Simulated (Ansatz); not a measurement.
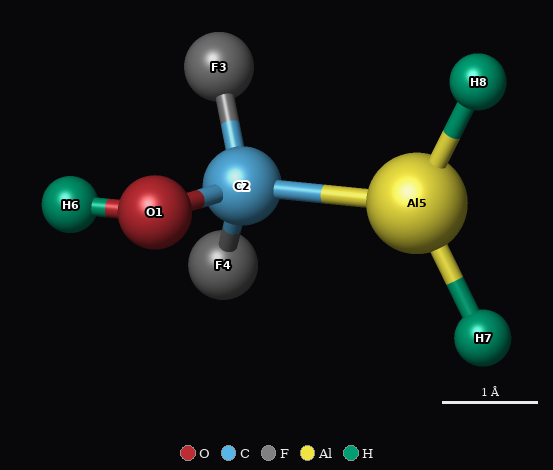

Fig. 1: The structure as given in the input (ball-and-stick view, seen at a tilt; atoms are numbered from 1 in the order of the input). Sticks mark near contacts. Bond lengths as drawn: Al–C 2.02 Å, Al–H 1.58 Å, C–F 1.38 Å, C–O 1.36 Å and H–O 0.97 Å.

# What a change does: single-point calculation on CH$_{3}$AlF$_{2}$O

System: CH$_{3}$AlF$_{2}$O, SMILES O[C](F)(F)[AlH2].
Method of the first run: RKS SPW92 (LDA)/def2-TZVPP (Ansatz 0.2.0).

The geometry comes from this level: PBE0-D4/def2-TZVP. Text and figures count atoms from 1; the logs count them from 0 in places.

Input file, the first run:
```yaml
crystal:
  periodic: [false, false, false]
  atoms:
    - {symbol: O, position_ang: [-0.296307, 1.197512, 0.848137]}
    - {symbol: C, position_ang: [0.437224, 0.147772, 0.390062]}
    - {symbol: F, position_ang: [0.750332, -0.681011, 1.443520]}
    - {symbol: F, position_ang: [1.663715, 0.603458, -0.037644]}
    - {symbol: Al, position_ang: [-0.623252, -0.772807, -1.062785]}
    - {symbol: H, position_ang: [0.195380, 1.653864, 1.547917]}
    - {symbol: H, position_ang: [-0.432295, -0.269785, -2.547225]}
    - {symbol: H, position_ang: [-1.602596, -1.936102, -0.637683]}
basis:
  gaussian: {orbitals: def2-TZVPP}
hamiltonian: {xc: lda}
output: {orbitals: {seedname: orbitals}}
```

Launched with:
```bash
ansatz run in.yaml --threads 2 --pin off --events-out ev --progress --plain --max-ram 4352MiB
```

Hardware: 2 threads of Arm Neoverse V1, 23 GiB of memory available, shared host.

Output (the first run):
```
Functional definition: SPW92
  exchange = slater_x
  correlation = pw_c
1089 factors; their error is unknown
mean field evaluation 1: about -15073.9436 eV, gradient 5.8e1 eV
mean field evaluation 2: about -15057.8518 eV, gradient 1.1e2 eV
mean field evaluation 4: about -15079.4436 eV, gradient 9.4e0 eV
mean field evaluation 8: about -15079.5667 eV, gradient 1.7e-1 eV
mean field evaluation 16: about -15079.5519 eV, gradient 2.9e-4 eV
mean field -15079.55190146 eV, -554.1633110912 hartree, gradient 3.2e-5 eV, S^2 0.000000; 0 other end points of the search recorded, 0 dependent functions left out
reference -15079.55194060 eV, -554.1633125298 hartree; 24, 24 occupied and 184, 184 virtual orbitals, 1089 factors
Total energy: -15079.55194060 eV, -554.1633125298 hartree
```

For the second run the input was changed thus:
```diff
-hamiltonian: {xc: lda}
+hamiltonian: {xc: {name: r2SCANh}, dispersion: d4}
```

How does the second run compare with the first run?

The total energies belong to different models, so their difference says nothing on which is more stable or more accurate. The HOMO goes from −7.17 to −7.87 eV. The LUMO goes from −2.92 to −2.07 eV.

Output (the second run):
```
Functional definition: r2SCANh
  parameter a = 0.1
  parameter k0 = 0.174
  parameter k1 = 0.065
  parameter a1 = 4.9479
  exchange = (1 - a)*r2scan_x(k0 = k0, k1 = k1, a1 = a1) + a*exact_x
  correlation = r2scan_c
1089 factors; their error is unknown
mean field evaluation 1: about -15157.8259 eV, gradient 5.2e1 eV
mean field evaluation 2: about -15153.8930 eV, gradient 7.2e1 eV
mean field evaluation 4: about -15161.8731 eV, gradient 3.4e0 eV
mean field evaluation 8: about -15161.8927 eV, gradient 4.0e-1 eV
mean field evaluation 16: about -15161.8929 eV, gradient 5.2e-5 eV
mean field -15161.89288903 eV, -557.1892865716 hartree, gradient 5.2e-5 eV, S^2 0.000000; 0 other end points of the search recorded, 0 dependent functions left out
reference -15161.89290052 eV, -557.1892869940 hartree; 24, 24 occupied and 184, 184 virtual orbitals, 1089 factors
Total energy: -15161.92583867 eV, -557.1904974486 hartree
```

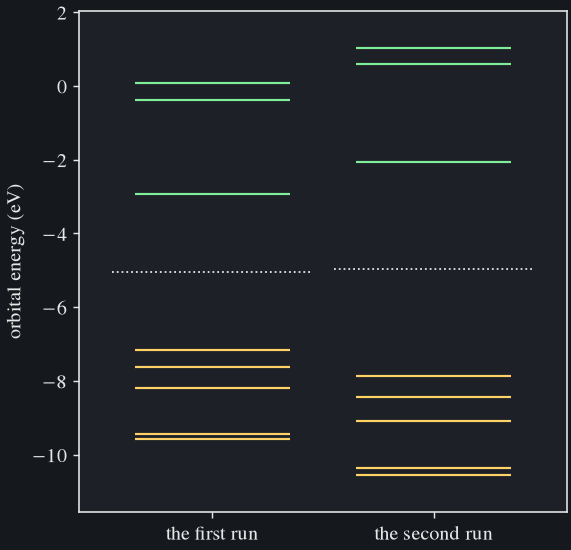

Fig. 2: The five highest filled and three lowest empty orbital energies of the two runs; the dotted lines part filled from empty levels. The HOMO–LUMO gap is 4.24 eV in the first run and 5.80 eV in the second run.

The two runs side by side:

```csv
quantity,the first run,the second run
outcome,converged,converged
total energy (hartree),−554.163313,−557.190497
HOMO (eV),−7.17,−7.87
LUMO (eV),−2.92,−2.07
basis functions,208,208
wall time (shared host),1.6 s,6.5 s
```
